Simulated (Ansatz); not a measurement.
# Preparing La2PbS4 (I-42d) as a host crystal

Aim: the runs on the perfect crystal La2PbS4 (I-42d) that a defect calculation needs first.

Method: plane-wave PAW DFT, PBEsol; relaxation of the defect-free supercell from random displacements, a test of the host's stability, in Ansatz 0.2.0.

### 1. The starting structure

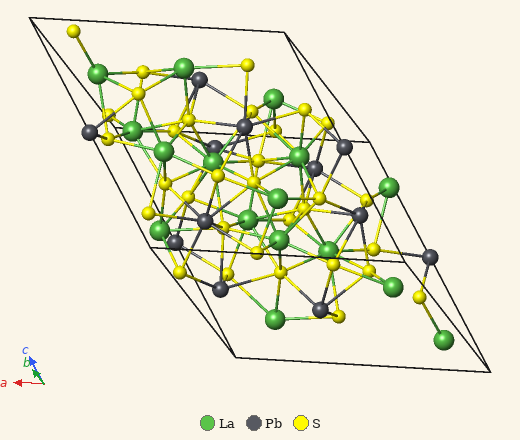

The cell as given, from a free direction (lanthanum green, lead dark grey, sulfur yellow). Some periodic images of atoms are drawn too.

The cell holds 56 atoms: 16 La, 8 Pb and 32 S. Cell: a = 12.256 Å, b = 12.256 Å, c = 12.285 Å, α = 59.9°, β = 59.9°, γ = 60.2°.

### 2. Defect free supercell relaxed from displaced atoms

The input displaces the atoms at random before the relaxation, so that it can leave a symmetric saddle if there is one.

Contents of pristine.rattled/input.yaml:

```yaml
crystal:
  lattice:
    - [0.0, 8.687003546, 8.6461405635]
    - [8.687003546, 0.0, 8.6461405635]
    - [8.687003546, 8.687003546, 0.0]
  atoms:
    - { symbol: La, position: [0.120060898, 0.004939102, 0.129939102] }
    - { symbol: La, position: [0.370060898, 0.254939102, 0.379939102] }
    - { symbol: La, position: [0.620060898, 0.504939102, 0.629939102] }
    - { symbol: La, position: [0.870060898, 0.754939102, 0.879939102] }
    - { symbol: La, position: [0.004939102, 0.120060898, 0.745060898] }
    - { symbol: La, position: [0.254939102, 0.370060898, 0.995060898] }
    - { symbol: La, position: [0.504939102, 0.620060898, 0.245060898] }
    - { symbol: La, position: [0.754939102, 0.870060898, 0.495060898] }
    - { symbol: La, position: [0.245060898, 0.629939102, 0.620060898] }
    - { symbol: La, position: [0.495060898, 0.879939102, 0.870060898] }
    - { symbol: La, position: [0.745060898, 0.129939102, 0.120060898] }
    - { symbol: La, position: [0.995060898, 0.379939102, 0.370060898] }
    - { symbol: La, position: [0.129939102, 0.745060898, 0.004939102] }
    - { symbol: La, position: [0.379939102, 0.995060898, 0.254939102] }
    - { symbol: La, position: [0.629939102, 0.245060898, 0.504939102] }
    - { symbol: La, position: [0.879939102, 0.495060898, 0.754939102] }
    - { symbol: Pb, position: [0.125, 0.625, 0.375] }
    - { symbol: Pb, position: [0.375, 0.875, 0.625] }
    - { symbol: Pb, position: [0.625, 0.125, 0.875] }
    - { symbol: Pb, position: [0.875, 0.375, 0.125] }
    - { symbol: Pb, position: [0.0, 0.0, 0.5] }
    - { symbol: Pb, position: [0.25, 0.25, 0.75] }
    - { symbol: Pb, position: [0.5, 0.5, 0.0] }
    - { symbol: Pb, position: [0.75, 0.75, 0.25] }
    - { symbol: S, position: [0.2208291505, 0.9733744934, 0.8555943188] }
    - { symbol: S, position: [0.4708291505, 0.2233744934, 0.1055943188] }
    - { symbol: S, position: [0.7208291505, 0.4733744934, 0.3555943188] }
    - { symbol: S, position: [0.9708291505, 0.7233744934, 0.6055943188] }
    - { symbol: S, position: [0.2305943188, 0.8252020373, 0.3458291505] }
    - { symbol: S, position: [0.4805943188, 0.0752020373, 0.5958291505] }
    - { symbol: S, position: [0.7305943188, 0.3252020373, 0.8458291505] }
    - { symbol: S, position: [0.9805943188, 0.5752020373, 0.0958291505] }
    - { symbol: S, position: [0.0752020373, 0.4805943188, 0.8483744934] }
    - { symbol: S, position: [0.3252020373, 0.7305943188, 0.0983744934] }
    - { symbol: S, position: [0.5752020373, 0.9805943188, 0.3483744934] }
    - { symbol: S, position: [0.8252020373, 0.2305943188, 0.5983744934] }
    - { symbol: S, position: [0.0983744934, 0.8458291505, 0.7305943188] }
    - { symbol: S, position: [0.3483744934, 0.0958291505, 0.9805943188] }
    - { symbol: S, position: [0.5983744934, 0.3458291505, 0.2305943188] }
    - { symbol: S, position: [0.8483744934, 0.5958291505, 0.4805943188] }
    - { symbol: S, position: [0.1055943188, 0.2002020373, 0.2233744934] }
    - { symbol: S, position: [0.3555943188, 0.4502020373, 0.4733744934] }
    - { symbol: S, position: [0.6055943188, 0.7002020373, 0.7233744934] }
    - { symbol: S, position: [0.8555943188, 0.9502020373, 0.9733744934] }
    - { symbol: S, position: [0.0958291505, 0.3483744934, 0.5752020373] }
    - { symbol: S, position: [0.3458291505, 0.5983744934, 0.8252020373] }
    - { symbol: S, position: [0.5958291505, 0.8483744934, 0.0752020373] }
    - { symbol: S, position: [0.8458291505, 0.0983744934, 0.3252020373] }
    - { symbol: S, position: [0.2002020373, 0.1055943188, 0.4708291505] }
    - { symbol: S, position: [0.4502020373, 0.3555943188, 0.7208291505] }
    - { symbol: S, position: [0.7002020373, 0.6055943188, 0.9708291505] }
    - { symbol: S, position: [0.9502020373, 0.8555943188, 0.2208291505] }
    - { symbol: S, position: [0.2233744934, 0.4708291505, 0.2002020373] }
    - { symbol: S, position: [0.4733744934, 0.7208291505, 0.4502020373] }
    - { symbol: S, position: [0.7233744934, 0.9708291505, 0.7002020373] }
    - { symbol: S, position: [0.9733744934, 0.2208291505, 0.9502020373] }
basis:
  ecutwfc: 420
  xc_grid: 2
hamiltonian:
  xc: pbesol
kpoints:
  mp_grid: { grid: [1, 1, 1], shift: [0.25, 0.25, 0.25] }
scf:
  occupations: { method: fermi_dirac, width: 0.01 }
  max_iter: 80
output:
  forces: true
relax:
  f_tol: 0.01
  max_steps: 120
  random_displacement: { amplitude: 0.08, seed: 9933 }
checkpoint:
  write: "../pristine.rattled.run"
  compress: false
  write_wavefunctions: false
  write_every: 100000
```

Started as:

```sh
$ ansatz run input.yaml --threads 4 --pin off --max-ram 7536MiB --backend cpu --events-out ev --progress --plain --runs-dir out
```

Numbers of over 12 decimals in the logs are rounded to 6 here.

What it wrote:

```text
[... repeated set-up lines and file paths are left out, and long positions are rounded to six places ...]
Engine: ansatz 0.2.0, aarch64-unknown-linux-gnu
Pseudopotentials: kind: paw
Pseudopotential: La, paw, valence charge 11, recommended cutoff 420 eV (normal), La.paw.azcp
Pseudopotential: Pb, paw, valence charge 14, recommended cutoff 420 eV (normal), Pb.paw.azcp
Pseudopotential: S, paw, valence charge 6, recommended cutoff 420 eV (normal), S.paw.azcp
Functional definition: PBEsol
  exchange = pbesol_x
  correlation = pbesol_c
Crystal: 56 atoms, lattice volume = 1304.945 Å³
Basis set: ecut = 420 eV, 25557 PW (Γ), exchange–correlation on 180×180×180 points (8 copies of the dense FFT grid, shifted against one another)
Bands: 296, of which v1, the nominal top of the filled ones, is band 240 counted from 1 (239 counted from 0)
Symmetry: 1 space group operations
k-points: 1
Non-local potential: La, projectors of the file, l = 0: 3, l = 1: 2, l = 2: 2, l = 3: 3
Non-local potential: Pb, projectors of the file, l = 0: 2, l = 1: 2, l = 2: 2, l = 3: 2
Non-local potential: S, projectors of the file, l = 0: 2, l = 1: 2, l = 2: 2
PAW form: soft (Blöchl's): semilocal exchange-correlation on the pseudo side does not see the compensation charge
PAW frozen core: La, regenerated for the run's functional, and the local potential with it (the file was generated under x = pbe(κ = 0.804, μ = 0.219515), c = pbe(β = 0.066725))
PAW frozen core: Pb, regenerated for the run's functional, and the local potential with it (the file was generated under x = pbe(κ = 0.804, μ = 0.219515), c = pbe(β = 0.066725))
PAW frozen core: S, regenerated for the run's functional, and the local potential with it (the file was generated under x = pbe(κ = 0.804, μ = 0.219515), c = pbe(β = 0.066725))
PAW one-centre angular grid: La, 590 points (default); XC on 64 Gauss nodes
PAW one-centre angular grid: Pb, 590 points (default); XC on 64 Gauss nodes
PAW one-centre angular grid: S, 110 points (default); XC on 64 Gauss nodes
Initial density: superposition of atomic densities (neutral atoms: chi_scale 0, normalization atom), corrected by the library's trained network
Initial wavefunctions: pseudopotential atomic-orbital guess
Functional: x = pbesol(κ = 0.804, μ = 0.123457), c = pbesol(β = 0.046)
SCF iter   1: F=—  HF=-221034.159977 eV  |F-HF|=—  |Δ(HF+E_count)|=         —  Δρ=5.65e-3  dr2=6.11e-1  ethr=1.77e-3  ⟨swp⟩=10.0  Hψ=1485  notcnv=0  defer=15
preconditioner: auto → Resta (q_TF=auto, 2.309 Å⁻¹)  ε∞=4.5  [insulator: Δε(μ)=2.135 eV  Ē_g=11.631 eV  σ=0.010 eV  W_gap=1.00  n_scr=282 (ndim 8)  ℏωp=21.8 eV  f_vac=0.000  D(μ)=0.00/eV (n_scr^D=0)  ε∞_Penn≈4.5]
SCF iter   2: F=—  HF=-221034.027498 eV  |F-HF|=—  |Δ(HF+E_count)|=   1.32e-1  Δρ=2.29e-3  dr2=6.75e-2  ethr=1.27e-4  ⟨swp⟩=3.0  Hψ=463  notcnv=0  defer=43
SCF iter   3: F=—  HF=-221034.023311 eV  |F-HF|=—  |Δ(HF+E_count)|=   4.19e-3  Δρ=8.01e-4  dr2=6.97e-3  ethr=1.41e-5  ⟨swp⟩=6.0  Hψ=533  notcnv=0  defer=43
SCF iter   4: F=—  HF=-221034.024511 eV  |F-HF|=—  |Δ(HF+E_count)|=   1.20e-3  Δρ=1.65e-4  dr2=3.53e-4  ethr=1.45e-6  ⟨swp⟩=3.0  Hψ=364  notcnv=0  defer=43
SCF iter   5: F=—  HF=-221034.025454 eV  |F-HF|=—  |Δ(HF+E_count)|=   9.43e-4  Δρ=3.48e-5  dr2=3.50e-5  ethr=7.36e-8  ⟨swp⟩=3.0  Hψ=492  notcnv=0  defer=43
SCF iter   6: F=—  HF=-221034.025457 eV  |F-HF|=—  |Δ(HF+E_count)|=   2.94e-6  Δρ=1.39e-5  dr2=7.28e-6  ethr=7.29e-9  ⟨swp⟩=3.0  Hψ=493  notcnv=0  defer=43
SCF iter   7: F=-221034.025457 eV  HF=-221034.025457 eV  |F-HF|=1.66e-7  |Δ(HF+E_count)|=   3.73e-8  Δρ=3.43e-6  dr2=3.70e-7  ethr=5.21e-10  ⟨swp⟩=4.0  Hψ=1020  notcnv=0
SCF 1 converged in 7 iterations: F = -221034.025457 eV  dr2 = 3.70e-7
  greatest PAW one-centre occupation: 0.981 electrons in one spin orbital (limit 2), on the Pb atom at site 16 (counted from 0), in its partial waves of l = 2
relax step   1: F+E_penalty+E_count = -221034.02545678 eV  Δ(F+E_penalty+E_count) = +0.000e0 eV  max|allowed force component| = 8.143e-1 eV/Å  Δτ_max = 0.0000 Å  (7 SCF iters, dr2 threshold 2.50e-6 eV, accepted)
[... the SCF cycles and remarks between the steps are left out from here to the last step ...]
relax step   2: F+E_penalty+E_count = -221034.01464412 eV  Δ(F+E_penalty+E_count) = +1.081e-2 eV  max|allowed force component| = 1.355e0 eV/Å  Δτ_max = 0.1948 Å  (6 SCF iters, dr2 threshold 4.14e-5 eV, rejected (line search))
relax step   3: F+E_penalty+E_count = -221034.91439876 eV  Δ(F+E_penalty+E_count) = -8.889e-1 eV  max|allowed force component| = 6.800e-2 eV/Å  Δτ_max = 0.0974 Å  (8 SCF iters, accepted)
relax step   4: F+E_penalty+E_count = -221034.77740660 eV  Δ(F+E_penalty+E_count) = +1.370e-1 eV  max|allowed force component| = 2.817e-1 eV/Å  Δτ_max = 0.1000 Å  (7 SCF iters, dr2 threshold 2.89e-7 eV, rejected (line search))
relax step   5: F+E_penalty+E_count = -221034.92123006 eV  Δ(F+E_penalty+E_count) = -6.831e-3 eV  max|allowed force component| = 1.796e-2 eV/Å  Δτ_max = 0.0176 Å  (7 SCF iters, accepted)
SCF iter   1: F=—  HF=-221034.920903 eV  |F-HF|=—  |Δ(HF+E_count)|=         —  Δρ=1.83e-4  dr2=1.05e-3  ethr=1.67e-6  ⟨swp⟩=4.0  Hψ=506  notcnv=0  defer=47
SCF iter   2: F=—  HF=-221034.920676 eV  |F-HF|=—  |Δ(HF+E_count)|=   2.27e-4  Δρ=8.03e-5  dr2=1.43e-4  ethr=2.18e-7  ⟨swp⟩=2.0  Hψ=563  notcnv=0  defer=47
SCF iter   3: F=—  HF=-221034.920652 eV  |F-HF|=—  |Δ(HF+E_count)|=   2.44e-5  Δρ=2.75e-5  dr2=1.09e-5  ethr=2.97e-8  ⟨swp⟩=2.0  Hψ=473  notcnv=0  defer=47
SCF iter   4: F=—  HF=-221034.921497 eV  |F-HF|=—  |Δ(HF+E_count)|=   8.45e-4  Δρ=6.19e-6  dr2=1.12e-6  ethr=2.27e-9  ⟨swp⟩=2.0  Hψ=335  notcnv=0  defer=47
SCF iter   5: F=-221034.921497 eV  HF=-221034.921497 eV  |F-HF|=1.25e-8  |Δ(HF+E_count)|=   9.10e-8  Δρ=1.72e-6  dr2=5.97e-8  ethr=2.08e-11  ⟨swp⟩=3.0  Hψ=1133  notcnv=0
SCF 6 converged in 5 iterations: F = -221034.921497 eV  dr2 = 5.97e-8
relax step   6: F+E_penalty+E_count = -221034.92149672 eV  Δ(F+E_penalty+E_count) = -2.667e-4 eV  max|allowed force component| = 9.383e-3 eV/Å  Δτ_max = 0.0054 Å  (5 SCF iters, accepted)
SCF converged after 5 iterations
Free energy (F): -221034.921497 eV
Harris-Foulkes:  -221034.921497 eV  (|F-HF|=1.25e-8)
Internal energy: -221034.921497 eV  (E = F + TS)
E sigma→0 (E₀):  -221034.921497 eV
Fermi energy:    10.343192 eV
--- Per-component energies (eV) ---
  E_band       = -489.745561
  E_kinetic    = 8804.236963
  E_local      = -16022.749377  (includes V_loc(G=0)·N_el)
  E_nonlocal   = 5300.866277
  E_hartree    = 5771.688340
  E_xc         = -7072.860744
  E_vxc        = -6253.001710  (∫ρ·V_xc dr)
  E_paw        = -185990.289802  (= ΣΔE_a)
  E_vpaw       = -3862.474648  (= ΣTr[D̂ρ^β])
  E_aug_tail   = 0.000427  (compensation charges beyond the density's cutoff)
  E_ewald      = -31831.005043
  E_core_change = 5.191462  (= ΣΔE_core)
  E_smearing   = -0.000000  (= −TS)
  E_closure    = -0.000000  (closes the sum)
  Σ components = -221034.921497   (vs F -221034.921497, Δ=0.00e0)
--- Forces (eV/Å), atoms counted from 1 ---
  atom   1  La    -0.00294546     0.00208898    -0.00126780
  atom   2  La     0.00027306    -0.00121121     0.00500337
  atom   3  La     0.00378162    -0.00060084     0.00157908
  atom   4  La    -0.00145055    -0.00264783     0.00141324
  atom   5  La     0.00138430     0.00643859     0.00631754
  atom   6  La    -0.00107320     0.00723809     0.00565556
  atom   7  La    -0.00053730     0.00462746     0.00571876
  atom   8  La     0.00063376     0.00858849     0.00517681
  atom   9  La     0.00676871     0.00205483     0.00494659
  atom  10  La     0.00486355     0.00108434     0.00441231
  atom  11  La     0.00938218    -0.00267542     0.00332345
  atom  12  La     0.00703529     0.00066931     0.00564306
  atom  13  La    -0.00085561     0.00115995     0.00468385
  atom  14  La    -0.00432462     0.00138870     0.00324872
  atom  15  La     0.00084577    -0.00194040    -0.00116859
  atom  16  La    -0.00042013    -0.00173269     0.00048347
  atom  17  Pb    -0.00087511     0.00048518    -0.00338181
  atom  18  Pb    -0.00075828     0.00061119    -0.00589485
  atom  19  Pb    -0.00056766    -0.00284211    -0.00504436
  atom  20  Pb     0.00060682    -0.00254530    -0.00398179
  atom  21  Pb    -0.00146470     0.00029901    -0.00592426
  atom  22  Pb    -0.00093739    -0.00022039    -0.00186449
  atom  23  Pb    -0.00058204    -0.00193675    -0.00440453
  atom  24  Pb    -0.00086090    -0.00043270    -0.00473700
  atom  25  S     -0.00201147    -0.00050632    -0.00331257
  atom  26  S      0.00068538    -0.00083410    -0.00135607
  atom  27  S      0.00056272    -0.00009984    -0.00124847
  atom  28  S      0.00159768    -0.00020070    -0.00009870
  atom  29  S      0.00251441    -0.00222008    -0.00082449
  atom  30  S      0.00389133    -0.00208281    -0.00092251
  atom  31  S     -0.00047678    -0.00171003    -0.00066913
  atom  32  S      0.00230708    -0.00254349    -0.00415153
  atom  33  S      0.00022388    -0.00010835     0.00067281
  atom  34  S      0.00253316    -0.00030638    -0.00029332
  atom  35  S     -0.00073179    -0.00080278     0.00173420
  atom  36  S     -0.00090495    -0.00047775     0.00145272
  atom  37  S     -0.00062933    -0.00034448    -0.00116503
  atom  38  S      0.00048349     0.00065176    -0.00001287
  atom  39  S     -0.00162638     0.00206182    -0.00321753
  atom  40  S     -0.00093202    -0.00100034    -0.00268973
  atom  41  S      0.00050898    -0.00105367     0.00122065
  atom  42  S     -0.00078610     0.00086381    -0.00055257
  atom  43  S     -0.00098589     0.00002692     0.00135804
  atom  44  S     -0.00062681     0.00148191    -0.00231966
  atom  45  S     -0.00201653    -0.00268773    -0.00104232
  atom  46  S     -0.00175551    -0.00458199     0.00106773
  atom  47  S     -0.00007719    -0.00303239    -0.00124509
  atom  48  S     -0.00218600    -0.00102147     0.00157159
  atom  49  S     -0.00181696     0.00093359    -0.00425897
  atom  50  S     -0.00279662     0.00138146     0.00039190
  atom  51  S     -0.00077713     0.00395790    -0.00188553
  atom  52  S     -0.00177508     0.00248643     0.00056412
  atom  53  S     -0.00238872    -0.00273962    -0.00116996
  atom  54  S     -0.00349299     0.00017500    -0.00024514
  atom  55  S     -0.00384519    -0.00230363     0.00256043
  atom  56  S     -0.00064735    -0.00137142     0.00020207
  max |Σ_I F_I| component: 6.02e-5 eV/Å
--- Relaxed structure (6 steps of the walk, 4 accepted, 0 SCFs on fresh bases) ---
  F+E_penalty+E_count = -221034.92149672 eV   max|allowed force component| = 9.383e-3 eV/Å
  atoms:
    - { symbol: La, position: [0.120519, 0.003829, 0.131381] }
    - { symbol: La, position: [0.370574, 0.253748, 0.381415] }
    - { symbol: La, position: [0.620572, 0.503730, 0.631369] }
    - { symbol: La, position: [0.870564, 0.753765, 0.881430] }
    - { symbol: La, position: [0.006600, 0.117647, 0.747196] }
    - { symbol: La, position: [0.256574, 0.367655, 0.997241] }
    - { symbol: La, position: [0.506580, 0.617655, 0.247236] }
    - { symbol: La, position: [0.756536, 0.867647, 0.497243] }
    - { symbol: La, position: [0.245474, 0.628729, 0.622216] }
    - { symbol: La, position: [0.495489, 0.878759, 0.872229] }
    - { symbol: La, position: [0.745551, 0.128693, 0.122236] }
    - { symbol: La, position: [0.995520, 0.378737, 0.372218] }
    - { symbol: La, position: [0.131636, 0.742706, 0.006386] }
    - { symbol: La, position: [0.381536, 0.992726, 0.256432] }
    - { symbol: La, position: [0.631652, 0.242699, 0.506406] }
    - { symbol: La, position: [0.881643, 0.492707, 0.756389] }
    - { symbol: Pb, position: [0.126420, 0.623565, 0.376263] }
    - { symbol: Pb, position: [0.376491, 0.873574, 0.626245] }
    - { symbol: Pb, position: [0.626490, 0.123534, 0.876343] }
    - { symbol: Pb, position: [0.876471, 0.373527, 0.126263] }
    - { symbol: Pb, position: [0.001379, -0.001366, 0.501268] }
    - { symbol: Pb, position: [0.251365, 0.248554, 0.751319] }
    - { symbol: Pb, position: [0.501442, 0.498591, 0.001283] }
    - { symbol: Pb, position: [0.751393, 0.748628, 0.251279] }
    - { symbol: S, position: [0.222036, 0.971351, 0.857898] }
    - { symbol: S, position: [0.472054, 0.221243, 0.107934] }
    - { symbol: S, position: [0.722071, 0.471283, 0.357878] }
    - { symbol: S, position: [0.972029, 0.721273, 0.607898] }
    - { symbol: S, position: [0.231793, 0.823827, 0.347125] }
    - { symbol: S, position: [0.481877, 0.073798, 0.597109] }
    - { symbol: S, position: [0.731796, 0.323861, 0.847164] }
    - { symbol: S, position: [0.981901, 0.573844, 0.097109] }
    - { symbol: S, position: [0.076336, 0.478190, 0.850519] }
    - { symbol: S, position: [0.326376, 0.728208, 0.100459] }
    - { symbol: S, position: [0.576321, 0.978180, 0.350534] }
    - { symbol: S, position: [0.826321, 0.228222, 0.600530] }
    - { symbol: S, position: [0.099146, 0.844197, 0.732890] }
    - { symbol: S, position: [0.349096, 0.094171, 0.982946] }
    - { symbol: S, position: [0.599146, 0.344250, 0.232858] }
    - { symbol: S, position: [0.849153, 0.594186, 0.482917] }
    - { symbol: S, position: [0.106037, 0.198460, 0.225553] }
    - { symbol: S, position: [0.356070, 0.448515, 0.475485] }
    - { symbol: S, position: [0.606020, 0.698490, 0.725517] }
    - { symbol: S, position: [0.856099, 0.948551, 0.975450] }
    - { symbol: S, position: [0.096090, 0.345879, 0.577276] }
    - { symbol: S, position: [0.346072, 0.595815, 0.827321] }
    - { symbol: S, position: [0.596102, 0.845872, 0.077287] }
    - { symbol: S, position: [0.846008, 0.095871, 0.327287] }
    - { symbol: S, position: [0.201706, 0.104023, 0.472112] }
    - { symbol: S, position: [0.451664, 0.353932, 0.722180] }
    - { symbol: S, position: [0.701692, 0.604017, 0.972075] }
    - { symbol: S, position: [0.951643, 0.853977, 0.222133] }
    - { symbol: S, position: [0.223758, 0.468193, 0.202296] }
    - { symbol: S, position: [0.473672, 0.718240, 0.452283] }
    - { symbol: S, position: [0.723694, 0.968198, 0.702343] }
    - { symbol: S, position: [0.973725, 0.218206, 0.952251] }
```

Run time: 3.7 min. Hardware: 4 threads of Arm Neoverse N1, shared host; peak memory 2.5 GiB; 14 min of CPU time.

Relaxation path:

```tsv
step	energy less that of the first step (eV)	largest force component (eV/Å)
1	0.0000	0.8143
2	0.0108	1.3547
3	-0.8889	0.0680
4	-0.7519	0.2817
5	-0.8958	0.0180
6	-0.8960	0.0094
```

Relaxation steps 2, 4 were tried and not accepted.

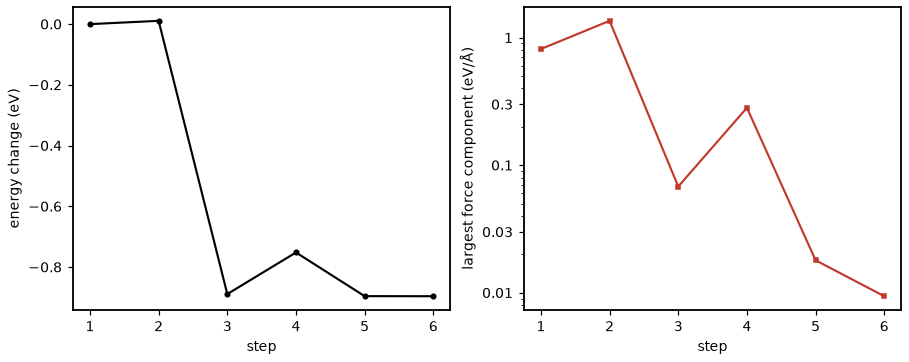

Energy and largest force along the relaxation.

The atoms that moved most (Å, from the sites as typed, ahead of the random displacement, the mean shift of all atoms taken out):

```tsv
atom	dx	dy	dz	length
S48	-0.003	-0.005	-0.013	0.014
S46	-0.004	-0.004	-0.013	0.014
S54	-0.004	-0.004	-0.012	0.014
S56	-0.005	-0.004	-0.012	0.014
S55	-0.004	-0.003	-0.013	0.014
S53	-0.004	-0.003	-0.012	0.013
S45	-0.003	-0.004	-0.012	0.013
S47	-0.003	-0.004	-0.012	0.013
```

The relaxation ends 16 meV an atom lower than the displaced start, with a largest force component of 0.0094 eV/Å.

### 3. Outcome

- symmetric supercell less the displaced and relaxed one: 0.001 eV

In words: The energy fell by 0.896 eV from the randomly displaced start; against the sites as typed, S48 ends farthest off, by 0.01 Å, once the mean shift is taken out. The displaced cell ends within 0.01 eV of the symmetric one, so no lower structure shows in this supercell. All at zero temperature.

[Logs are printed without paths, hosts, clocks, repeated set-up lines and the standing remarks that a program may print on its own settings, such as how far it seeks lower states.]

[Hosts, paths, dates, database ids (printed as entryN), source tags and the programs' standing remarks are cut or masked in the printed files.]

[Runs of the host that timed out are not shown.]

[For some hosts the program warned that the k-mesh of the response run may be too coarse for force constants and the static dielectric constant; such warnings are not always shown.]
